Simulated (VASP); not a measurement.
Band structure of CsPbCl₃ (cubic perovskite). Calculation: revTPSS meta-GGA, VASP's PBE PAW potentials (set 64) (plane waves; VASP).

Unless said otherwise, spin-orbit coupling is left out, though it shifts the bands of the heavy elements here.

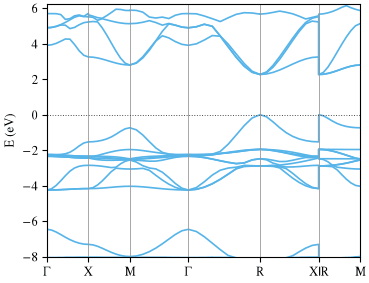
Figure: Bands along high-symmetry lines, zero at the valence-band maximum or, without a gap, the Fermi level

Read the plot: is there a gap, and where are the band edges?

The gap is direct, 2.26 eV, from the valence maximum at R to the conduction minimum at R.

The compound is CsPbCl3 in the cubic perovskite structure, the ideal cubic form; the compound distorts at low or room temperature. It was relaxed first, which changed the volume by +6 %.
